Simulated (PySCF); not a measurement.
## Run report: Ti$_{2}$F (charge +1), frequency calculation

Ti$_{2}$F, charge +1, multiplicity 5, computed with UKS-based PBE0, F def2-SVP, Ti def2-SVP; non-relativistic Hamiltonian; density fitting (PySCF 2.14.0).

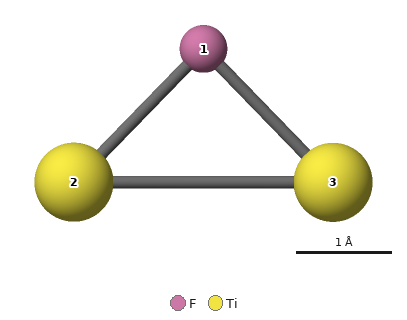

**Figure 1.** The input geometry (ball-and-stick view, seen on its broad side; atoms are numbered from 1 in the order of the input). Sticks mark near contacts.

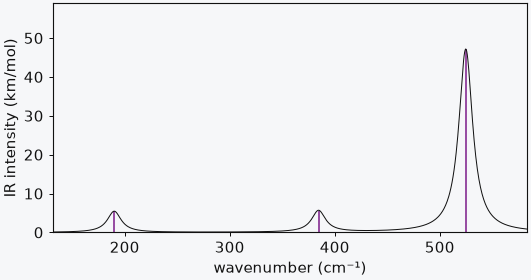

**Figure 2.** Harmonic infrared spectrum, unscaled: sticks (degenerate modes added up, dark ones marked on the axis) with a Lorentzian envelope of 16 cm⁻¹ full width, scaled to the tallest stick. 3 modes from 190 to 525 cm⁻¹, none imaginary. The strongest line is at 525 cm⁻¹ (47 km/mol). All modes, in cm⁻¹ (km/mol): 190 (5.5), 385 (5.6), 525 (47).

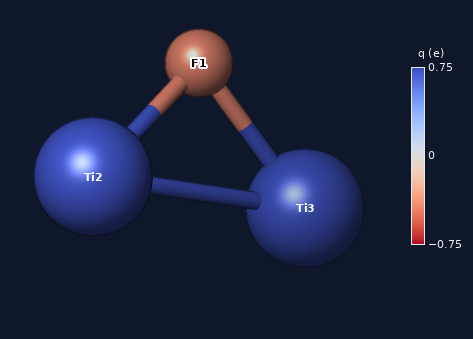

**Figure 3.** Mulliken charges, as the colour of each atom (ball-and-stick view, seen at a tilt; atoms are numbered from 1 in the order of the input). By element: F −0.43 and Ti +0.72 e.

The input and output of the run follow.

### The input
```python
from pyscf import gto, scf, dft
mol = gto.M(atom='''
F      0.000000     0.000000    -1.173543
Ti     1.363994     0.000000     0.232842
Ti    -1.363994     0.000000     0.232842''',
    basis={'F': 'def2-SVP', 'Ti': 'def2-SVP'},
    charge=1, spin=4)
mf = dft.UKS(mol, xc='PBE0')
mf.grids.atom_grid = (75, 302)
aux = {'F': 'def2-universal-JKFIT', 'Ti': 'def2-universal-JKFIT'}
mf = mf.density_fit(auxbasis=aux)
mf.conv_tol = 1e-09
mf.diis_space = 10
mf.max_cycle = 60
mf.verbose = 4
mf.kernel()
```

The script is an equivalent of the set-up of the self-consistent field. The run itself was carried out by a driver, which started from the orbitals of the step before it where there was one and computed the further properties.

Launched with:
```bash
OMP_NUM_THREADS=2 python axn.py task.json out
```

### What the program printed
```
init E= -1797.69219844998
  alpha nocc = 28  HOMO = -0.356253134669444  LUMO = -0.180403323620072
  beta  nocc = 24  HOMO = -0.33773635572747  LUMO = -0.222669211506222
  HOMO = -0.337736355727  LUMO = -0.222669211506  gap/eV = 3.13114
cycle= 1 E= -1797.69219844999  delta_E= -1.14e-11  |g|= 1.2e-06  |ddm|= 6.89e-06
  alpha nocc = 28  HOMO = -0.356253114246274  LUMO = -0.180403284722082
  beta  nocc = 24  HOMO = -0.337736282292001  LUMO = -0.222669207399482
  HOMO = -0.337736282292  LUMO = -0.222669207399  gap/eV = 3.13113
Extra cycle  E= -1797.69219845  delta_E= -1.18e-11  |g|= 1.2e-06  |ddm|= 6.73e-06
converged SCF energy = -1797.69219845  <S^2> = 6.007753  2S+1 = 5.0031002
```

### Results in brief

```csv
quantity,value
outcome,converged
total energy,−1797.692198 hartree
⟨S²⟩,6.008
zero-point energy,0.002505 hartree
"wavenumbers, lowest and highest",190 and 525 cm⁻¹
hardware,"2 threads of Arm Neoverse N1, 60 GiB of memory available, shared host"
wall time,2.2 min (CPU time 4 min)
peak memory,0.81 GiB
```

### Notes

Checks after the run noted: the SCF density has lower symmetry than the nuclear frame.
